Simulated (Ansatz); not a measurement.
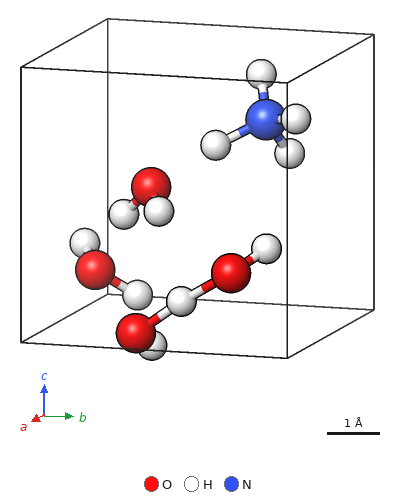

Starting frame of a dynamics run of a periodic cell with 4 H2O + 1 NH3 at 0.93 g/cm³. It starts from the last geometry of an earlier run, with fresh velocities. The picture is a ball-and-stick view of the simulation cell, seen slightly off an axis.

These are results of Ansatz, DFT PBE, scalar-relativistic, plane waves, PAW, not measurements.

Input file:
```yaml
accuracy: low
crystal:
  lattice:
    - [5.417502, 0.0, 0.0]
    - [0.0, 5.417502, 0.0]
    - [0.0, 0.0, 5.417502]
  atoms:
    - { symbol: O, position: [0.32349354, 0.05603903, 0.14538009] }
    - { symbol: H, position: [0.24085627, 0.18829714, 0.04695523] }
    - { symbol: H, position: [0.16268546, -0.03524781, 0.20874485] }
    - { symbol: O, position: [0.51546354, 0.32819475, 0.49511509] }
    - { symbol: H, position: [0.6734592, 0.40854397, 0.43989157] }
    - { symbol: H, position: [0.44862604, 0.20399414, 0.37775347] }
    - { symbol: O, position: [0.88486349, 0.39109696, 1.03359831] }
    - { symbol: H, position: [0.89354557, 0.56455096, 1.16011353] }
    - { symbol: H, position: [0.72149652, 0.3979573, 0.96097073] }
    - { symbol: O, position: [0.92898029, 0.76256078, 0.28029521] }
    - { symbol: H, position: [0.78615013, 0.84951222, 0.34860245] }
    - { symbol: H, position: [1.08368598, 0.70819448, 0.56325725] }
    - { symbol: "N", position: [0.20922383, 0.66047264, 0.70547223] }
    - { symbol: H, position: [0.09389182, 0.60483759, 0.84652369] }
    - { symbol: H, position: [0.3146608, 0.50563507, 0.62211905] }
    - { symbol: H, position: [0.32966232, 0.81097967, 0.73767488] }
basis:
  ecutwfc: 420.0
kpoints:
  mp_grid: { grid: [1, 1, 1] }
hamiltonian:
  xc: pbe
scf:
  occupations: { method: fermi_dirac, width: 0.05 }
  lower_state_search: "off"
md:
  timestep: 0.75
  n_steps: 400
  ensemble: nvt_langevin
  temperature: 700.0
  initial_velocities: maxwell_boltzmann
  seed: 30055
  friction: 0.01
```

Launched with:
```bash
ansatz run input.yaml --threads 1 --pin off --max-ram 3072MiB --backend cpu --events-out ev --progress --plain --runs-dir out
```

Predict how the run goes.

The mean temperature in the second half is 665 K (standard deviation 104 K). The potential energy in the second half lies on average 31.2 meV per atom above the first frame. Root-mean-square distances from the starting positions over the second half, with the common drift of all atoms taken out: H 0.73 Å, O 0.60 Å, N 0.51 Å. The heavy atoms stay within a fraction of a molecule's size of their starting places; so short a run doesn't tell a liquid from a solid. Bond changes: one H–O bond forms at about 76 fs; one H–N contact opens and closes in turn.

Along the run (each row but the first and the last is the mean over the interval that it begins):

```csv
time (fs),potential energy (meV/atom),T (K)
0.0,0.0,656
37.5,1.7,661
75.0,9.2,650
112.5,26.4,634
150.0,37.2,665
187.5,32.5,735
225.0,24.6,686
262.5,30.3,579
300.0,46.9,480
```

The paths of the atoms:

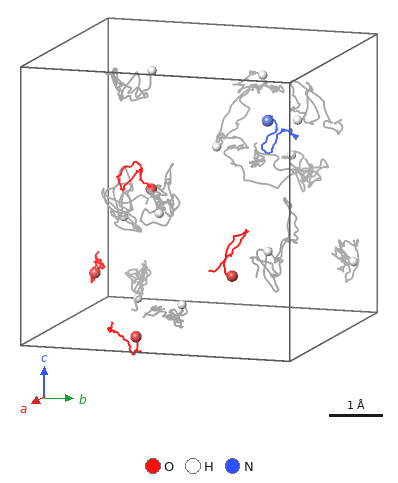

Limits of the set-up: the program's low-accuracy preset was used; the periodic images lie only 5.4 Å apart, so the values are limited by the cell's size.
